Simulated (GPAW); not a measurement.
# C/Ir(100): work function by functional and basis, part 2 of 2

How far do functional and basis move the work function of C/Ir(100)?

GPAW 26.7.0; GPAW, PAW setups; slab in vacuum, relaxation (the session's first sound run).

So far, upper work function (eV): step 2 (relaxation, PBE, GPAW) 6.19; step 3 (the slab's potential, PBE, GPAW) 6.19; step 4 (OptPBE vdW: xc = "optPBE-vdW", GPAW, PAW setups, GPAW) 6.44.

## Step 5: Self-consistent run: xc = "RPBE"

The same geometry under RPBE, to see how far the functional moves the levels against the vacuum.

run.py

```python
import json
import numpy as np
from ase import Atoms
from gpaw import GPAW, PW

slab = Atoms(
    ['Ir', 'Ir', 'Ir', 'Ir', 'C'],
    positions=[
        [1.35765, 1.35765, 7.00000],
        [0.00000, 0.00000, 8.92000],
        [1.35765, 1.35765, 10.82236],
        [-0.00000, -0.00000, 12.93712],
        [1.35765, 0.00000, 14.22624]],
    cell=[[2.71529, 0.0, 0.0], [0.0, 2.71529, 0.0], [0.0, 0.0, 21.45284]],
    pbc=[True, True, False])

slab.calc = GPAW(mode=PW(500), xc='RPBE', kpts={'size': (12, 12, 1), 'gamma': True},
                 occupations={'name': 'fermi-dirac', 'width': 0.1}, nbands='160%',
                 convergence={'density': 1e-05}, maxiter=200,
                 poissonsolver={'dipolelayer': 'xy'},
                 symmetry={'tolerance': 1e-3}, txt='slab.txt')
result = {}
energy = slab.get_potential_energy()
fermi = slab.calc.get_fermi_level()
v = slab.calc.get_electrostatic_potential().mean((0, 1)) - fermi
n = slab.calc.get_pseudo_density().mean((0, 1))
L = slab.cell[2, 2]
z = np.arange(len(v)) * L / len(v)
low, high = slab.positions[:, 2].min(), slab.positions[:, 2].max()
below, above = np.interp([low - 4.8, high + 4.8], z, v)
slopes = [np.interp(x, z, np.gradient(v, z)) for x in (low - 4.8, high + 4.8)]
eps = np.array([[slab.calc.get_eigenvalues(k, s) for k in range(len(slab.calc.get_ibz_k_points()))]
                for s in range(slab.calc.get_number_of_spins())]) - fermi
top, bottom = eps[eps < 0].max(), eps[eps > 0].min()
dipole = slab.get_dipole_moment()[2]
print(f'energy {energy:.4f} eV, Fermi level {fermi:.4f} eV, dipole {dipole:.5f} e A')
print(f'potential 4.8 A off the faces, from the Fermi level: lower {below:.4f} eV, upper {above:.4f} eV')
print(f'slope of the potential there: lower {slopes[0]:.5f}, upper {slopes[1]:.5f} eV/A')
print(f'nearest levels on the mesh: {top:.4f} and {bottom:.4f} eV')
print('magnetic moment', round(slab.get_magnetic_moment(), 3))
result.update(energy=energy, fermi=fermi, dipole=dipole, below=below, above=above, slopes=slopes, edges=[top, bottom],
              z=z.tolist(), v=v.tolist(), n=n.tolist(), positions=slab.positions.tolist(),
              forces=slab.get_forces(apply_constraint=False).tolist(), moments=slab.get_magnetic_moments().tolist())
json.dump(result, open('result.json', 'w'))
```

Run with:

```sh
$ OMP_NUM_THREADS=1 OPENBLAS_NUM_THREADS=1 python run.py
```

Log:

```text
energy -39.2368 eV, Fermi level 2.2996 eV, dipole -0.03121 e A
potential 4.8 A off the faces, from the Fermi level: lower 5.3227 eV, upper 6.0908 eV
slope of the potential there: lower -0.00045, upper 0.00010 eV/A
nearest levels on the mesh: -0.0035 and 0.0027 eV
magnetic moment 0.0
```

It took 3.9 min on 1 thread of Arm Neoverse V2, shared host; peak memory 0.38 GiB.

This step gave:

```
dipole along the normal                    : -0.03121 e·Å
levels nearest the Fermi level on the mesh : -0.003490, 0.002711 eV from the Fermi level
upper work function                        : 6.091 eV
lower work function                        : 5.323 eV
```

The electrostatic potential energy of an electron (without an applied field's), less the Fermi level, planar mean oscillates, so the rows of the table below give means over windows of 1.92 Å about each position, cut where the curve ends. Its maxima inside the range that stand out by 2 % of the span (Å: eV): 7.9: -4.38, 9.9: -4.93, 11.9: -2.58, 13.8: -7.44. Its minima: 7.0: -26.0, 8.9: -26.8, 10.8: -26.5, 12.9: -26.9, 14.2: -11.6.

Electrostatic potential energy of an electron (without an applied field's), less the Fermi level, planar mean against z; means over each step:

```csv
z (Å),"electrostatic potential energy of an electron (without an applied field's), less the Fermi level, planar mean (eV)"
0.96,5.36
2.88,5.32
4.80,4.86
6.72,-12.6
8.64,-14.8
10.56,-14.8
12.48,-13.9
14.40,-4.28
16.32,5.97
18.24,6.09
20.16,6.09
```

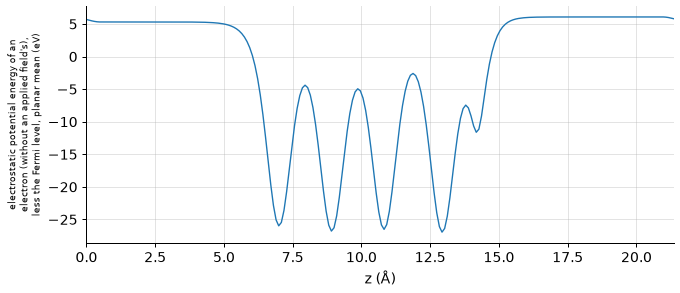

Electrostatic potential energy of an electron (without an applied field's), less the Fermi level, planar mean, plotted against z.

The upper face's work function is 6.091 eV, against 6.193 eV in the first plane-wave PBE run at this geometry.

## Step 6: Self-consistent run: xc = "revPBE"

The same geometry under revPBE, to see how far the functional moves the levels against the vacuum.

Edit run.py of step 5 so:

```diff
@@ -16,3 +16,3 @@
 
-slab.calc = GPAW(mode=PW(500), xc='RPBE', kpts={'size': (12, 12, 1), 'gamma': True},
+slab.calc = GPAW(mode=PW(500), xc='revPBE', kpts={'size': (12, 12, 1), 'gamma': True},
                  occupations={'name': 'fermi-dirac', 'width': 0.1}, nbands='160%',
```

Log:

```text
energy -39.7365 eV, Fermi level 2.2845 eV, dipole -0.03041 e A
potential 4.8 A off the faces, from the Fermi level: lower 5.3419 eV, upper 6.0904 eV
slope of the potential there: lower -0.00043, upper 0.00010 eV/A
nearest levels on the mesh: -0.0036 and 0.0024 eV
magnetic moment 0.0
```

Run time: 4 min. Hardware: 1 thread; peak memory 0.38 GiB.

Numbers from this step:

```
dipole along the normal                    : -0.03041 e·Å
levels nearest the Fermi level on the mesh : -0.003643, 0.002423 eV from the Fermi level
upper work function                        : 6.090 eV
lower work function                        : 5.342 eV
```

The upper face's work function is 6.090 eV, against 6.193 eV in the first plane-wave PBE run at this geometry.

## Step 7: Self-consistent run: xc = "LDA"

The same geometry under LDA, to see how far the functional moves the levels against the vacuum.

Edit run.py of step 6 so:

```diff
@@ -16,3 +16,3 @@
 
-slab.calc = GPAW(mode=PW(500), xc='revPBE', kpts={'size': (12, 12, 1), 'gamma': True},
+slab.calc = GPAW(mode=PW(500), xc='LDA', kpts={'size': (12, 12, 1), 'gamma': True},
                  occupations={'name': 'fermi-dirac', 'width': 0.1}, nbands='160%',
```

Log:

```text
energy -48.2544 eV, Fermi level 1.8840 eV, dipole -0.02495 e A
potential 4.8 A off the faces, from the Fermi level: lower 5.8314 eV, upper 6.4460 eV
slope of the potential there: lower -0.00030, upper 0.00011 eV/A
nearest levels on the mesh: -0.0042 and 0.0003 eV
magnetic moment 0.0
```

It took 3.9 min on 1 thread; peak memory 0.38 GiB.

This step gave:

```yaml
dipole_along_the_normal: -0.02495 e·Å
levels_nearest_the_fermi_level_on_the_mesh: -0.004158, 2.99e-4 eV from the Fermi level
upper_work_function: 6.446 eV
lower_work_function: 5.831 eV
```

The upper face's work function is 6.446 eV, against 6.193 eV in the first plane-wave PBE run at this geometry.

## Step 8: Self-consistent run: xc = "vdW-DF2"

The same geometry under vdW-DF2, to see how far the functional moves the levels against the vacuum (the van der Waals functionals take revPBE setups).

Edit run.py of step 7 so:

```diff
@@ -16,3 +16,3 @@
 
-slab.calc = GPAW(mode=PW(500), xc='LDA', kpts={'size': (12, 12, 1), 'gamma': True},
+slab.calc = GPAW(mode=PW(500), xc='vdW-DF2', kpts={'size': (12, 12, 1), 'gamma': True},
                  occupations={'name': 'fermi-dirac', 'width': 0.1}, nbands='160%',
```

Log:

```text
energy -669.4083 eV, Fermi level 2.0930 eV, dipole -0.03549 e A
potential 4.8 A off the faces, from the Fermi level: lower 5.7522 eV, upper 6.6255 eV
slope of the potential there: lower -0.00077, upper 0.00016 eV/A
nearest levels on the mesh: -0.0039 and 0.0003 eV
magnetic moment 0.0
```

The job ended after 4.5 min (1 thread; peak memory 0.51 GiB).

Numbers from this step:

| Quantity | Value |
| --- | --- |
| dipole along the normal | -0.03549 e·Å |
| levels nearest the Fermi level on the mesh | -0.003903, 2.92e-4 eV from the Fermi level |
| upper work function | 6.625 eV |
| lower work function | 5.752 eV |

The upper face's work function is 6.625 eV, against 6.193 eV in the first plane-wave PBE run at this geometry.

## Step 9: Real-space grid: mode = "fd"

A real-space grid is a second complete basis, so it checks the plane-wave result.

Edit run.py of step 8 so:

```diff
@@ -3,3 +3,3 @@
 from ase import Atoms
-from gpaw import GPAW, PW
+from gpaw import GPAW
 
@@ -16,3 +16,3 @@
 
-slab.calc = GPAW(mode=PW(500), xc='vdW-DF2', kpts={'size': (12, 12, 1), 'gamma': True},
+slab.calc = GPAW(mode='fd', h=0.18, xc='PBE', kpts={'size': (12, 12, 1), 'gamma': True},
                  occupations={'name': 'fermi-dirac', 'width': 0.1}, nbands='160%',
```

Log:

```text
energy -42.0664 eV, Fermi level -5.8366 eV, dipole -0.02918 e A
potential 4.8 A off the faces, from the Fermi level: lower 5.4784 eV, upper 6.1947 eV
slope of the potential there: lower -0.00041, upper 0.00002 eV/A
nearest levels on the mesh: -0.0034 and 0.0031 eV
magnetic moment 0.0
```

It took 21 min on 1 thread; peak memory 1.8 GiB.

This step gave:

* dipole along the normal: -0.02918 e·Å
* levels nearest the Fermi level on the mesh: -0.003352, 0.003093 eV from the Fermi level
* upper work function: 6.195 eV
* lower work function: 5.478 eV

The electrostatic potential energy of an electron (without an applied field's), less the Fermi level, planar mean oscillates, so the rows of the table below give means over windows of 1.88 Å about each position, cut where the curve ends. Its maxima inside the range that stand out by 2 % of the span (Å: eV): 8.0: -4.29, 9.8: -4.92, 11.9: -2.51, 13.8: -7.39. Its minima: 7.0: -25.8, 8.9: -26.7, 10.8: -26.5, 13.0: -26.9, 14.2: -11.5.

The electrostatic potential energy of an electron (without an applied field's), less the Fermi level, planar mean by z; means over each step:

```
z (Å)  electrostatic potential energy of an electron (without an applied field's), less the Fermi level, planar mean (eV)
 0.94                                                                                                                5.49
 2.82                                                                                                                5.48
 4.70                                                                                                                5.14
 6.58                                                                                                               -11.8
 8.46                                                                                                               -14.7
10.34                                                                                                               -14.9
12.22                                                                                                               -12.7
14.10                                                                                                               -7.86
15.98                                                                                                                5.86
17.86                                                                                                                6.19
19.74                                                                                                                6.19
```

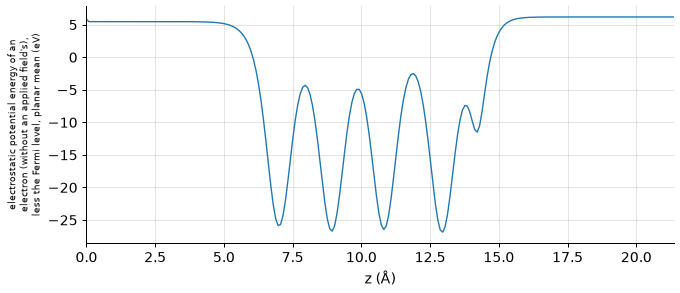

Electrostatic potential energy of an electron (without an applied field's), less the Fermi level, planar mean against z.

The upper face's work function is 6.195 eV, against 6.193 eV in the first plane-wave PBE run at this geometry.

## Step 10: Atomic orbitals: mode = "lcao"

Atom-centred orbitals end a few angstrom from the surface, which tests how much the density's tail matters.

Edit run.py of step 9 so:

```diff
@@ -16,4 +16,4 @@
 
-slab.calc = GPAW(mode='fd', h=0.18, xc='PBE', kpts={'size': (12, 12, 1), 'gamma': True},
-                 occupations={'name': 'fermi-dirac', 'width': 0.1}, nbands='160%',
+slab.calc = GPAW(mode='lcao', basis='dzp', h=0.18, xc='PBE', kpts={'size': (12, 12, 1), 'gamma': True},
+                 occupations={'name': 'fermi-dirac', 'width': 0.1}, nbands='120%',
                  convergence={'density': 1e-05}, maxiter=200,
```

Log:

```text
energy -40.3843 eV, Fermi level -5.8552 eV, dipole -0.02859 e A
potential 4.8 A off the faces, from the Fermi level: lower 5.5043 eV, upper 6.2061 eV
slope of the potential there: lower -0.00039, upper 0.00000 eV/A
nearest levels on the mesh: -0.0064 and 0.0001 eV
magnetic moment 0.0
```

Elapsed: 26 min, on 1 thread; peak memory 0.45 GiB.

This step gave:

| Quantity | Value |
| --- | --- |
| dipole along the normal | -0.02859 e·Å |
| levels nearest the Fermi level on the mesh | -0.006437, 6.42e-5 eV from the Fermi level |
| upper work function | 6.206 eV |
| lower work function | 5.504 eV |

The electrostatic potential energy of an electron (without an applied field's), less the Fermi level, planar mean oscillates, so the rows of the table below give means over windows of 1.88 Å about each position, cut where the curve ends. Its maxima inside the range that stand out by 2 % of the span (Å: eV): 8.0: -4.43, 9.8: -5.01, 11.9: -2.51, 13.8: -7.48. Its minima: 7.0: -25.9, 8.9: -26.8, 10.8: -26.5, 13.0: -27.0, 14.2: -11.5.

Table of electrostatic potential energy of an electron (without an applied field's), less the Fermi level, planar mean by z; means over each step:

```
z (Å)  electrostatic potential energy of an electron (without an applied field's), less the Fermi level, planar mean (eV)
 0.94                                                                                                                5.51
 2.82                                                                                                                5.50
 4.70                                                                                                                5.17
 6.58                                                                                                               -11.8
 8.46                                                                                                               -14.8
10.34                                                                                                               -14.9
12.22                                                                                                               -12.7
14.10                                                                                                               -7.91
15.98                                                                                                                5.87
17.86                                                                                                                6.21
19.74                                                                                                                6.21
```

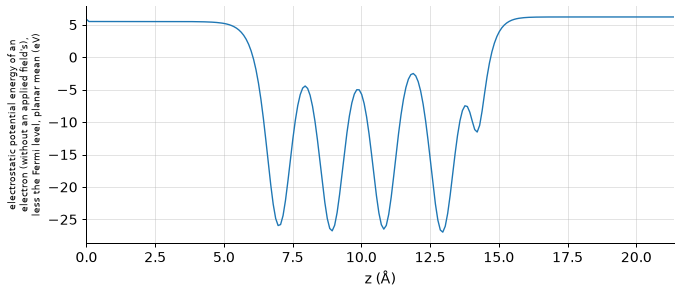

Electrostatic potential energy of an electron (without an applied field's), less the Fermi level, planar mean, plotted against z.

The upper face's work function is 6.206 eV, against 6.193 eV in the first plane-wave PBE run at this geometry.

## Step 11: All levels side by side

Times are for 1 thread of Arm Neoverse V2, shared host. The runs compared:

```
no.         run  upper work function (eV)  lower work function (eV)     time  memory (GiB)
  1          pw                     6.193                     5.478    4 min          0.38
  2  optPBE vdW                     6.441                     5.639  4.1 min          0.51
  3        RPBE                     6.091                     5.323  3.9 min          0.38
  4      revPBE                     6.090                     5.342    4 min          0.38
  5         LDA                     6.446                     5.831  3.9 min          0.38
  6     vdW DF2                     6.625                     5.752  4.5 min          0.51
  7          fd                     6.195                     5.478   21 min           1.8
  8        lcao                     6.206                     5.504   26 min          0.45
```

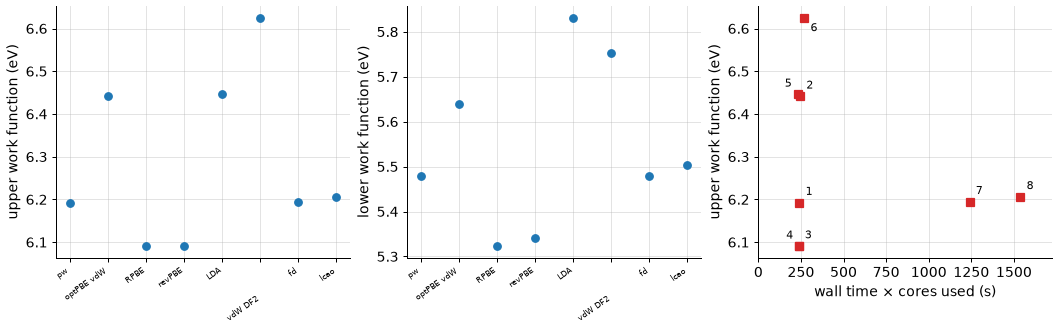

The series as plots; the last panel sets the first result against cost, with the runs numbered as in the table.

## Step 12: Side by side

Results and costs are gathered.

This step: comparison of work functions, dipole and cost (GPAW 26.7.0).

Ladder, by row:

```csv
step,code,"work function, upper (eV)","work function, lower (eV)",dipole (e Å),wall time (s),peak memory (GiB),threads
pw,GPAW,6.193,5.478,-0.02901,240.9,0.38,1
optPBE-vdW,GPAW,6.441,5.639,-0.03262,244.9,0.51,1
RPBE,GPAW,6.091,5.323,-0.03121,236.1,0.38,1
revPBE,GPAW,6.09,5.342,-0.03041,241.3,0.38,1
LDA,GPAW,6.446,5.831,-0.02495,233.2,0.38,1
vdW-DF2,GPAW,6.625,5.752,-0.03549,269.4,0.51,1
fd,GPAW,6.195,5.478,-0.02918,1239,1.83,1
lcao,GPAW,6.206,5.504,-0.02859,1538,0.45,1
```

## Step 13: A changed run

One more run, with changed settings.

This step: GPAW, PAW setups; slab in vacuum (GPAW 26.7.0).

Edit run.py of step 10 so:

```diff
@@ -3,3 +3,3 @@
 from ase import Atoms
-from gpaw import GPAW
+from gpaw import GPAW, PW
 
@@ -16,5 +16,5 @@
 
-slab.calc = GPAW(mode='lcao', basis='dzp', h=0.18, xc='PBE', kpts={'size': (12, 12, 1), 'gamma': True},
-                 occupations={'name': 'fermi-dirac', 'width': 0.1}, nbands='120%',
-                 convergence={'density': 1e-05}, maxiter=200,
+slab.calc = GPAW(mode=PW(500), xc='PBE', kpts={'size': (12, 12, 1), 'gamma': True},
+                 occupations={'name': 'fermi-dirac', 'width': 0.1}, nbands='80%',
+                 convergence={'density': 1e-05}, maxiter=100,
                  poissonsolver={'dipolelayer': 'xy'},
```

Log:

```text
ValueError: Too few bands!  Electrons: 64.0, bands: 80%
```

The job ended after 0.68 s (1 thread; peak memory 0.1 GiB).

The input was rejected at the start.

The program's message: “ValueError: Too few bands! Electrons: 64.0, bands: 80%”

The change that led to it: nbands = "80 % of the filled bands".

## Step 14: Outcome

```yaml
work_function_upper_and_lower_face: 6.193 and 5.478 eV
dipole_along_the_normal: -0.0290 e Å
```

In words: With plane waves and PBE the work function is 6.19 eV on the upper face and 5.48 eV on the lower. The two faces differ by 0.71 eV, the step that the slab's dipole makes (e p/(ε0 A) gives 0.71 eV), so the dipole layer is needed. Over the sound runs of the table the upper face's work function spans 6.090 (revPBE) to 6.625 eV (vdW-DF2). The cell of 7.37 Å² holds one C, started on one chosen site; other sites and coverages weren't tried. The in-plane lattice was kept as typed, which isn't the functional's own and leaves some strain; spin-orbit coupling and temperature are left out.

[Logs are printed without paths, hosts, clocks, repeated set-up lines and the standing remarks that a program may print on its own settings, such as how far it seeks lower states.]

[Hosts, paths, dates, database ids (printed as entryN), source tags and the programs' standing remarks are cut or masked in the printed files.]
